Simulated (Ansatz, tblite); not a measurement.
# Si(NCO)2Me2 (C₄H₆N₂O₂Si): a ladder of methods and basis sets, part 1 of 2

How do method and basis change the picture of Si(NCO)2Me2 (C₄H₆N₂O₂Si) (singlet)?

Computed with Ansatz 0.2.0, Gaussian basis. Level: as each input shows.

The runs, in order: GFN1-xTB, GFN2-xTB, PBE-D4/def2-TZVP, r2SCAN-D4/def2-TZVP, revPBE-D4/def2-TZVP, LDA/def2-TZVP, B3LYP-D4/def2-TZVP, PBE-D4/def2-SVP, PBE0-D4/def2-SVP, HF/STO-3G, HF/6-31G, B3LYP-D4/6-31G, PBE0-D4/def2-TZVPD, PBE-D4/def2-TZVPD, revPBE-D4/def2-TZVPD, CCSD(T)/def2-SVP, MP2/def2-TZVP, RPA/def2-TZVP.

3 further runs of the same task are left out: 1 that didn't finish, 2 set aside as unsound or not needed.

## (1) The geometry

The singlet was relaxed beforehand with PBE-D4/def2-SVP.

15 atoms, charge 0, spin multiplicity 1.

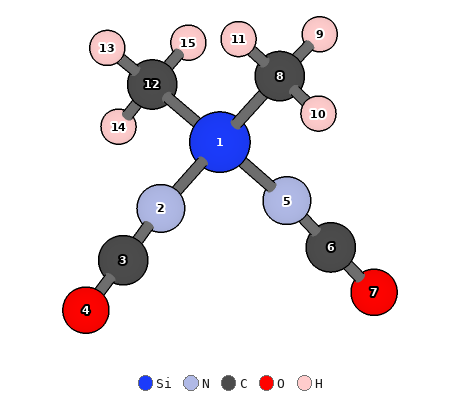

The structure; silicon blue, nitrogen light blue, carbon dark grey, oxygen red, hydrogen pink; atoms are numbered from 1 in the order of the file.

Coordinates:

```
atom    x (Å)    y (Å)    z (Å)
 Si1  -0.0851  -0.0016  -0.0595
  N2  -0.0477   0.0065   1.6764
  C3   0.1033   0.0033   2.8761
  O4   0.2333   0.0012   4.0516
  N5   1.5602   0.0257  -0.6139
  C6   2.7393   0.0558  -0.8804
  O7   3.8885   0.0838  -1.1584
  C8  -0.9468   1.5486  -0.6510
  H9  -0.9588   1.5903  -1.7590
 H10  -0.4273   2.4526  -0.2754
 H11  -1.9949   1.5751  -0.2896
 C12  -0.8898  -1.5868  -0.6385
 H13  -1.9346  -1.6506  -0.2726
 H14  -0.3351  -2.4682  -0.2597
 H15  -0.9044  -1.6355  -1.7462
```

PBE0-D4/def2-TZVP was run before; its log isn't repeated, and its numbers join the tables.

## (2) GFN1-xTB

Tight binding, by tblite at 300 K electronic temperature and without a spin-polarisation term:

```python
tblite.interface.Calculator('GFN1-xTB', numbers, positions, charge=0, uhf=0).singlepoint()
```

Energy -801.0501 eV, HOMO -12.17 eV, LUMO -6.95 eV; 0.017 s.

## (3) GFN2-xTB

Tight binding, by tblite at 300 K electronic temperature and without a spin-polarisation term:

```python
tblite.interface.Calculator('GFN2-xTB', numbers, positions, charge=0, uhf=0).singlepoint()
```

Energy -745.8558 eV, HOMO -11.34 eV, LUMO -6.40 eV; 0.019 s.

## (4) PBE-D4/def2-TZVP

start.molden holds the orbitals of an earlier run on this state, given as this run's starting guess.

File in.yaml:

```yaml
crystal:
  periodic: [false, false, false]
  atoms:
    - {symbol: Si, position_ang: [-0.085072, -0.001577, -0.059537]}
    - {symbol: N, position_ang: [-0.047733, 0.006544, 1.676404]}
    - {symbol: C, position_ang: [0.103334, 0.003265, 2.876077]}
    - {symbol: O, position_ang: [0.233264, 0.001169, 4.051593]}
    - {symbol: N, position_ang: [1.560217, 0.025669, -0.613918]}
    - {symbol: C, position_ang: [2.739261, 0.055765, -0.880365]}
    - {symbol: O, position_ang: [3.888469, 0.083777, -1.158351]}
    - {symbol: C, position_ang: [-0.946847, 1.548623, -0.650983]}
    - {symbol: H, position_ang: [-0.958805, 1.590299, -1.759027]}
    - {symbol: H, position_ang: [-0.427341, 2.452570, -0.275396]}
    - {symbol: H, position_ang: [-1.994864, 1.575067, -0.289557]}
    - {symbol: C, position_ang: [-0.889773, -1.586790, -0.638481]}
    - {symbol: H, position_ang: [-1.934601, -1.650638, -0.272578]}
    - {symbol: H, position_ang: [-0.335111, -2.468238, -0.259690]}
    - {symbol: H, position_ang: [-0.904398, -1.635512, -1.746221]}
basis:
  gaussian: {orbitals: def2-TZVP, initial_orbitals: start.molden}
hamiltonian: {xc: pbe, dispersion: d4}
scf: {omitted_lower_state_checks: [starts]}
output: {forces: true, orbitals: {seedname: orbitals}}
```

The run is started by

```
ansatz run in.yaml --threads 4 --pin off --events-out ev --progress --plain --max-ram 4787MiB
```

What it wrote, shortened:

```text
Functional definition: PBE
  name "PBE"
  cite "Perdew, Burke & Ernzerhof, Phys. Rev. Lett. 77, 3865 (1996) doi:10.1103/PhysRevLett.77.3865"
  parent pbe
[...]
1848 factors; their error is unknown
[...]
mean field -19188.66097386 eV, -705.1702842478 hartree, gradient 1.6e-5 eV, S^2 0.000000; 0 other end points of the search recorded, 0 dependent functions left out
[...]
reference -19188.66102541 eV, -705.1702861423 hartree; 37, 37 occupied and 284, 284 virtual orbitals, 1848 factors
Total energy: -19189.04618259 eV, -705.1844404076 hartree
Atom 0 at    -0.085072    -0.001577    -0.059537 Å, force     0.219802     0.004229     0.153192 eV/Å
Atom 1 at    -0.047733     0.006544     1.676404 Å, force     0.036032    -0.001903     0.216078 eV/Å
Atom 2 at     0.103334     0.003265     2.876077 Å, force    -0.024407     0.000548    -0.344758 eV/Å
Atom 3 at     0.233264     0.001169     4.051593 Å, force    -0.032721     0.000424    -0.278457 eV/Å
Atom 4 at     1.560217     0.025669    -0.613918 Å, force     0.215265     0.006936    -0.039664 eV/Å
Atom 5 at     2.739261     0.055765    -0.880365 Å, force    -0.332614    -0.007740     0.094327 eV/Å
Atom 6 at     3.888469     0.083777    -1.158351 Å, force    -0.273121    -0.006647     0.064143 eV/Å
Atom 7 at    -0.946847     1.548623    -0.650983 Å, force    -0.038079     0.105701    -0.025463 eV/Å
Atom 8 at    -0.958805     1.590299    -1.759027 Å, force     0.001633    -0.014648     0.289054 eV/Å
Atom 9 at    -0.427341     2.452570    -0.275396 Å, force    -0.138198    -0.235582    -0.099610 eV/Å
Atom 10 at    -1.994864     1.575067    -0.289557 Å, force     0.273227    -0.009991    -0.095335 eV/Å
Atom 11 at    -0.889773    -1.586790    -0.638481 Å, force    -0.033796    -0.107377    -0.024828 eV/Å
Atom 12 at    -1.934601    -1.650638    -0.272578 Å, force     0.271574     0.020298    -0.097221 eV/Å
Atom 13 at    -0.335111    -2.468238    -0.259690 Å, force    -0.146965     0.229917    -0.100710 eV/Å
Atom 14 at    -0.904398    -1.635512    -1.746221 Å, force     0.002369     0.015834     0.289252 eV/Å
Dipole moment:    -0.595158    -0.012351    -0.417708 e Å
Checks for a lower state left out: starts
```

It took 5.5 s on 4 threads of Intel Xeon at 2.70GHz, shared host.

HOMO -7.07 eV, LUMO -0.76 eV.

## (5) r2SCAN-D4/def2-TZVP

in.yaml, as its differences from that of step 4:

```diff
@@ -20,4 +20,4 @@
   gaussian: {orbitals: def2-TZVP, initial_orbitals: start.molden}
-hamiltonian: {xc: pbe, dispersion: d4}
+hamiltonian: {xc: r2scan, dispersion: d4}
 scf: {omitted_lower_state_checks: [starts]}
-output: {forces: true, orbitals: {seedname: orbitals}}
+output: {orbitals: {seedname: orbitals}}
```

The command is unchanged.

What it wrote:

```text
Functional definition: r2SCAN
  name "r2SCAN"
  cite "Furness, Kaplan, Ning, Perdew & Sun, J. Phys. Chem. Lett. 11, 8208 (2020) doi:10.1021/acs.jpclett.0c02405"
  cite "Furness, Kaplan, Ning, Perdew & Sun, J. Phys. Chem. Lett. 11, 9248 (2020) doi:10.1021/acs.jpclett.0c03077"
  parent r2scan
  parameter k0 = 0.174
  parameter k1 = 0.065
  parameter a1 = 4.9479
  exchange = r2scan_x(k0 = k0, k1 = k1, a1 = a1)
  correlation = r2scan_c
these checks for a lower state are left out or cut short: starts
1848 factors; their error is unknown
mean field evaluation 1: about -19199.0308 eV, gradient 7.1e0 eV
mean field evaluation 2: about -19199.0910 eV, gradient 6.7e-2 eV
mean field evaluation 4: about -19199.0670 eV, gradient 2.4e-4 eV
mean field -19199.06703070 eV, -705.5526997831 hartree, gradient 1.5e-5 eV, S^2 0.000000; 0 other end points of the search recorded, 0 dependent functions left out
reference -19199.06704457 eV, -705.5527002929 hartree; 37, 37 occupied and 284, 284 virtual orbitals, 1848 factors
Total energy: -19199.17351155 eV, -705.5566128824 hartree
Checks for a lower state left out: starts
```

It took 7.5 s on 4 threads of Intel Xeon at 2.70GHz, shared host.

Report: HOMO -7.37 eV, LUMO -0.46 eV.

## (6) revPBE-D4/def2-TZVP

in.yaml, as its differences from that of step 5:

```diff
@@ -20,3 +20,3 @@
   gaussian: {orbitals: def2-TZVP, initial_orbitals: start.molden}
-hamiltonian: {xc: r2scan, dispersion: d4}
+hamiltonian: {xc: {name: revPBE}, dispersion: d4}
 scf: {omitted_lower_state_checks: [starts]}
```

Launched as before.

What it wrote:

```text
Functional definition: revPBE
  name "revPBE"
  cite "Zhang & Yang, Phys. Rev. Lett. 80, 890 (1998) doi:10.1103/PhysRevLett.80.890"
  cite "Perdew, Burke & Ernzerhof, Phys. Rev. Lett. 77, 3865 (1996) doi:10.1103/PhysRevLett.77.3865"
  parameter kappa = 1.245
  parameter beta = 0.06672455060314922
  exchange = pbe_x(kappa = kappa, mu = beta*pi^2/3)
  correlation = pbe_c(beta = beta)
these checks for a lower state are left out or cut short: starts
1848 factors; their error is unknown
mean field evaluation 1: about -19200.7266 eV, gradient 1.4e1 eV
mean field evaluation 2: about -19200.8836 eV, gradient 1.9e-1 eV
mean field evaluation 4: about -19200.8528 eV, gradient 4.2e-4 eV
mean field -19200.85280868 eV, -705.6183259135 hartree, gradient 2.2e-5 eV, S^2 0.000000; 0 other end points of the search recorded, 0 dependent functions left out
reference -19200.85287343 eV, -705.6183282932 hartree; 37, 37 occupied and 284, 284 virtual orbitals, 1848 factors
Total energy: -19201.97530789 eV, -705.6595769986 hartree
Checks for a lower state left out: starts
```

Wall time 5 s (4 threads of Intel Xeon at 2.70GHz, shared host).

HOMO -7.00 eV, LUMO -0.65 eV.

## (7) LDA/def2-TZVP

in.yaml, as its differences from that of step 6:

```diff
@@ -20,3 +20,3 @@
   gaussian: {orbitals: def2-TZVP, initial_orbitals: start.molden}
-hamiltonian: {xc: {name: revPBE}, dispersion: d4}
+hamiltonian: {xc: lda}
 scf: {omitted_lower_state_checks: [starts]}
```

Same command.

What it wrote:

```text
Functional definition: SPW92
  name "SPW92"
  cite "Dirac, Proc. Camb. Phil. Soc. 26, 376 (1930) doi:10.1017/S0305004100016108"
  cite "Slater, Phys. Rev. 81, 385 (1951) doi:10.1103/PhysRev.81.385"
  cite "Perdew & Wang, Phys. Rev. B 45, 13244 (1992) doi:10.1103/PhysRevB.45.13244"
  exchange = slater_x
  correlation = pw_c
these checks for a lower state are left out or cut short: starts
1848 factors; their error is unknown
mean field evaluation 1: about -19081.4879 eV, gradient 5.6e1 eV
mean field evaluation 2: about -19082.3312 eV, gradient 1.2e0 eV
mean field evaluation 4: about -19082.3091 eV, gradient 3.9e-1 eV
mean field evaluation 8: about -19082.3093 eV, gradient 1.7e-5 eV
mean field -19082.30934451 eV, -701.2619339569 hartree, gradient 1.7e-5 eV, S^2 0.000000; 0 other end points of the search recorded, 0 dependent functions left out
reference -19082.30939192 eV, -701.2619356991 hartree; 37, 37 occupied and 284, 284 virtual orbitals, 1848 factors
Total energy: -19082.30939192 eV, -701.2619356991 hartree
Checks for a lower state left out: starts
```

Run time: 3.4 s. Hardware: 4 threads of Intel Xeon at 2.70GHz, shared host.

From the report: HOMO -7.26 eV, LUMO -1.06 eV.

## (8) B3LYP-D4/def2-TZVP

in.yaml, as its differences from that of step 7:

```diff
@@ -20,3 +20,3 @@
   gaussian: {orbitals: def2-TZVP, initial_orbitals: start.molden}
-hamiltonian: {xc: lda}
+hamiltonian: {xc: {name: B3LYP}, dispersion: d4}
 scf: {omitted_lower_state_checks: [starts]}
```

Same command.

What it wrote, shortened:

```text
Functional definition: B3LYP
  name "B3LYP"
  cite "Stephens, Devlin, Chabalowski & Frisch, J. Phys. Chem. 98, 11623 (1994) doi:10.1021/j100096a001"
  cite "Becke, Phys. Rev. A 38, 3098 (1988) doi:10.1103/PhysRevA.38.3098"
  cite "Lee, Yang & Parr, Phys. Rev. B 37, 785 (1988) doi:10.1103/PhysRevB.37.785"
  cite "Vosko, Wilk & Nusair, Can. J. Phys. 58, 1200 (1980) doi:10.1139/p80-159"
[...]
1857 factors; their error is unknown
[...]
mean field -19206.27845031 eV, -705.8177145658 hartree, gradient 2.2e-5 eV, S^2 0.000000; 0 other end points of the search recorded, 0 dependent functions left out
reference -19206.27880046 eV, -705.8177274337 hartree; 37, 37 occupied and 284, 284 virtual orbitals, 1857 factors
Total energy: -19206.88994604 eV, -705.8401866193 hartree
Checks for a lower state left out: starts
```

It took 7.5 s on 4 threads of Intel Xeon at 2.70GHz, shared host; peak memory 1.1 GiB.

From the report: HOMO -8.20 eV, LUMO -0.02 eV.

## (9) PBE-D4/def2-SVP

in.yaml, as its differences from that of step 8:

```diff
@@ -19,4 +19,4 @@
 basis:
-  gaussian: {orbitals: def2-TZVP, initial_orbitals: start.molden}
-hamiltonian: {xc: {name: B3LYP}, dispersion: d4}
+  gaussian: {orbitals: def2-SVP, initial_orbitals: start.molden}
+hamiltonian: {xc: pbe, dispersion: d4}
 scf: {omitted_lower_state_checks: [starts]}
```

The command is unchanged.

What it wrote:

```text
Functional definition: PBE
  name "PBE"
  cite "Perdew, Burke & Ernzerhof, Phys. Rev. Lett. 77, 3865 (1996) doi:10.1103/PhysRevLett.77.3865"
  parent pbe
  parameter kappa = 0.804
  parameter beta = 0.06672455060314922
  exchange = pbe_x(kappa = kappa, mu = beta*pi^2/3)
  correlation = pbe_c(beta = beta)
these checks for a lower state are left out or cut short: starts
1806 factors; their error is unknown
mean field evaluation 1: about -19172.5448 eV, gradient 1.2e1 eV
mean field evaluation 2: about -19172.9583 eV, gradient 3.1e-1 eV
mean field evaluation 4: about -19172.8721 eV, gradient 4.0e-4 eV
mean field -19172.87208026 eV, -704.5900531101 hartree, gradient 7.3e-6 eV, S^2 0.000000; 0 other end points of the search recorded, 0 dependent functions left out
reference -19172.87211903 eV, -704.5900545349 hartree; 37, 37 occupied and 123, 123 virtual orbitals, 1806 factors
Total energy: -19173.25727621 eV, -704.6042088002 hartree
Checks for a lower state left out: starts
```

Run time: 2 s. Hardware: 4 threads of Intel Xeon at 2.70GHz, shared host.

HOMO -6.87 eV, LUMO -0.50 eV.

## (10) PBE0-D4/def2-SVP

in.yaml, as its differences from that of step 9:

```diff
@@ -20,3 +20,3 @@
   gaussian: {orbitals: def2-SVP, initial_orbitals: start.molden}
-hamiltonian: {xc: pbe, dispersion: d4}
+hamiltonian: {xc: pbe0, dispersion: d4}
 scf: {omitted_lower_state_checks: [starts]}
```

Same command.

What it wrote:

```text
Functional definition: PBE0
  name "PBE0"
  cite "Adamo & Barone, J. Chem. Phys. 110, 6158 (1999) doi:10.1063/1.478522"
  cite "Perdew, Burke & Ernzerhof, Phys. Rev. Lett. 77, 3865 (1996) doi:10.1103/PhysRevLett.77.3865"
  parent pbe
  parameter a = 0.25
  parameter kappa = 0.804
  parameter beta = 0.06672455060314922
  exchange = (1 - a)*pbe_x(kappa = kappa, mu = beta*pi^2/3) + a*exact_x
  correlation = pbe_c(beta = beta)
these checks for a lower state are left out or cut short: starts
1806 factors; their error is unknown
mean field evaluation 1: about -19173.4697 eV, gradient 9.4e0 eV
mean field evaluation 2: about -19173.6764 eV, gradient 1.5e-1 eV
mean field evaluation 4: about -19173.7384 eV, gradient 1.8e-4 eV
mean field -19173.73836493 eV, -704.6218884847 hartree, gradient 9.6e-6 eV, S^2 0.000000; 0 other end points of the search recorded, 0 dependent functions left out
reference -19173.73839446 eV, -704.6218895698 hartree; 37, 37 occupied and 123, 123 virtual orbitals, 1806 factors
Total energy: -19174.06967476 eV, -704.6340638963 hartree
Checks for a lower state left out: starts
```

Run time: 2.7 s. Hardware: 4 threads of Intel Xeon at 2.70GHz, shared host.

HOMO -8.28 eV, LUMO 0.45 eV.

## (11) HF/STO-3G

in.yaml, as its differences from that of step 10:

```diff
@@ -19,4 +19,4 @@
 basis:
-  gaussian: {orbitals: def2-SVP, initial_orbitals: start.molden}
-hamiltonian: {xc: pbe0, dispersion: d4}
+  gaussian: {orbitals: STO-3G}
+hamiltonian: {xc: hf}
 scf: {omitted_lower_state_checks: [starts]}
```

Same command.

What it wrote:

```text
Functional definition: HF
  name "HF"
  cite "Fock, Z. Phys. 61, 126 (1930) doi:10.1007/BF01340294"
  parent pbe
  exchange = exact_x
  correlation = 0
these checks for a lower state are left out or cut short: starts
747 factors; integrals over basis functions are off by at most 2.9e-5 eV
mean field evaluation 1: about -18877.5806 eV, gradient 4.4e1 eV
mean field evaluation 2: about -18877.7758 eV, gradient 4.4e1 eV
mean field evaluation 4: about -18882.9132 eV, gradient 5.1e0 eV
mean field evaluation 8: about -18882.9808 eV, gradient 2.6e-1 eV
mean field -18882.98099893 eV, -693.9367523666 hartree, gradient 2.3e-5 eV, S^2 0.000000; 0 other end points of the search recorded, 0 dependent functions left out
reference -18882.98099893 eV, -693.9367523666 hartree; 37, 37 occupied and 18, 18 virtual orbitals, 747 factors
Total energy: -18882.98099893 eV, -693.9367523666 hartree
Checks for a lower state left out: starts
```

Wall time 0.55 s (4 threads of Intel Xeon at 2.70GHz, shared host).

Report: HOMO -8.15 eV, LUMO 8.91 eV.

## (12) HF/6-31G

in.yaml, as its differences from that of step 11:

```diff
@@ -19,3 +19,3 @@
 basis:
-  gaussian: {orbitals: STO-3G}
+  gaussian: {orbitals: 6-31G}
 hamiltonian: {xc: hf}
```

The command is unchanged.

What it wrote:

```text
Functional definition: HF
  name "HF"
  cite "Fock, Z. Phys. 61, 126 (1930) doi:10.1007/BF01340294"
  parent pbe
  exchange = exact_x
  correlation = 0
these checks for a lower state are left out or cut short: starts
1254 factors; integrals over basis functions are off by at most 1.9e-4 eV
mean field evaluation 1: about -19106.8522 eV, gradient 5.3e1 eV
mean field evaluation 2: about -19106.8771 eV, gradient 5.3e1 eV
mean field evaluation 4: about -19112.7455 eV, gradient 4.6e0 eV
mean field evaluation 8: about -19112.8021 eV, gradient 1.3e-1 eV
mean field -19112.80215564 eV, -702.3825240971 hartree, gradient 1.2e-5 eV, S^2 0.000000; 0 other end points of the search recorded, 0 dependent functions left out
reference -19112.80215564 eV, -702.3825240971 hartree; 37, 37 occupied and 60, 60 virtual orbitals, 1254 factors
Total energy: -19112.80215564 eV, -702.3825240971 hartree
Checks for a lower state left out: starts
```

Run time: 1.5 s. Hardware: 4 threads of Intel Xeon at 2.70GHz, shared host.

HOMO -11.44 eV, LUMO 4.24 eV.

## (13) B3LYP-D4/6-31G

in.yaml, as its differences from that of step 12:

```diff
@@ -20,3 +20,3 @@
   gaussian: {orbitals: 6-31G}
-hamiltonian: {xc: hf}
+hamiltonian: {xc: {name: B3LYP}, dispersion: d4}
 scf: {omitted_lower_state_checks: [starts]}
```

Launched as before.

What it wrote, shortened:

```text
Functional definition: B3LYP
  name "B3LYP"
  cite "Stephens, Devlin, Chabalowski & Frisch, J. Phys. Chem. 98, 11623 (1994) doi:10.1021/j100096a001"
  cite "Becke, Phys. Rev. A 38, 3098 (1988) doi:10.1103/PhysRevA.38.3098"
  cite "Lee, Yang & Parr, Phys. Rev. B 37, 785 (1988) doi:10.1103/PhysRevB.37.785"
  cite "Vosko, Wilk & Nusair, Can. J. Phys. 58, 1200 (1980) doi:10.1139/p80-159"
[...]
1254 factors; integrals over basis functions are off by at most 1.9e-4 eV
[...]
mean field -19195.33350896 eV, -705.4154953901 hartree, gradient 1.4e-5 eV, S^2 0.000000; 0 other end points of the search recorded, 0 dependent functions left out
reference -19195.33375624 eV, -705.4155044774 hartree; 37, 37 occupied and 60, 60 virtual orbitals, 1254 factors
Total energy: -19195.94490182 eV, -705.4379636630 hartree
Checks for a lower state left out: starts
```

Run time: 2.1 s. Hardware: 4 threads of Intel Xeon at 2.70GHz, shared host.

HOMO -7.95 eV, LUMO 0.24 eV.

## (14) PBE0-D4/def2-TZVPD

in.yaml, as its differences from that of step 13:

```diff
@@ -19,4 +19,4 @@
 basis:
-  gaussian: {orbitals: 6-31G}
-hamiltonian: {xc: {name: B3LYP}, dispersion: d4}
+  gaussian: {orbitals: def2-TZVPD, initial_orbitals: start.molden}
+hamiltonian: {xc: pbe0, dispersion: d4}
 scf: {omitted_lower_state_checks: [starts]}
```

Launched as before.

What it wrote:

```text
Functional definition: PBE0
  name "PBE0"
  cite "Adamo & Barone, J. Chem. Phys. 110, 6158 (1999) doi:10.1063/1.478522"
  cite "Perdew, Burke & Ernzerhof, Phys. Rev. Lett. 77, 3865 (1996) doi:10.1103/PhysRevLett.77.3865"
  parent pbe
  parameter a = 0.25
  parameter kappa = 0.804
  parameter beta = 0.06672455060314922
  exchange = (1 - a)*pbe_x(kappa = kappa, mu = beta*pi^2/3) + a*exact_x
  correlation = pbe_c(beta = beta)
these checks for a lower state are left out or cut short: starts
2024 factors; their error is unknown
mean field evaluation 1: about -19189.3829 eV, gradient 5.7e0 eV
mean field evaluation 2: about -19189.4283 eV, gradient 7.0e-2 eV
mean field evaluation 4: about -19189.4563 eV, gradient 2.8e-4 eV
mean field -19189.45633014 eV, -705.1995130521 hartree, gradient 2.6e-5 eV, S^2 0.000000; 0 other end points of the search recorded, 0 dependent functions left out
reference -19189.45639409 eV, -705.1995154020 hartree; 37, 37 occupied and 362, 362 virtual orbitals, 2024 factors
Total energy: -19189.78767439 eV, -705.2116897286 hartree
Checks for a lower state left out: starts
```

It took 15 s on 4 threads of Intel Xeon at 2.70GHz, shared host; peak memory 1.5 GiB.

Report: HOMO -8.44 eV, LUMO -0.32 eV.

## (15) PBE-D4/def2-TZVPD

in.yaml, as its differences from that of step 14:

```diff
@@ -20,3 +20,3 @@
   gaussian: {orbitals: def2-TZVPD, initial_orbitals: start.molden}
-hamiltonian: {xc: pbe0, dispersion: d4}
+hamiltonian: {xc: pbe, dispersion: d4}
 scf: {omitted_lower_state_checks: [starts]}
```

Same command.

What it wrote:

```text
Functional definition: PBE
  name "PBE"
  cite "Perdew, Burke & Ernzerhof, Phys. Rev. Lett. 77, 3865 (1996) doi:10.1103/PhysRevLett.77.3865"
  parent pbe
  parameter kappa = 0.804
  parameter beta = 0.06672455060314922
  exchange = pbe_x(kappa = kappa, mu = beta*pi^2/3)
  correlation = pbe_c(beta = beta)
these checks for a lower state are left out or cut short: starts
2003 factors; their error is unknown
mean field evaluation 1: about -19188.4856 eV, gradient 1.5e1 eV
mean field evaluation 2: about -19188.7527 eV, gradient 3.0e-1 eV
mean field evaluation 4: about -19188.7175 eV, gradient 9.6e-4 eV
mean field -19188.71750776 eV, -705.1723618305 hartree, gradient 1.9e-5 eV, S^2 0.000000; 0 other end points of the search recorded, 0 dependent functions left out
reference -19188.71759351 eV, -705.1723649817 hartree; 37, 37 occupied and 362, 362 virtual orbitals, 2003 factors
Total energy: -19189.10275070 eV, -705.1865192471 hartree
Checks for a lower state left out: starts
```

Run time: 8 s. Hardware: 4 threads of Intel Xeon at 2.70GHz, shared host.

From the report: HOMO -7.10 eV, LUMO -0.93 eV.

(Continued in part 2 of 2.)
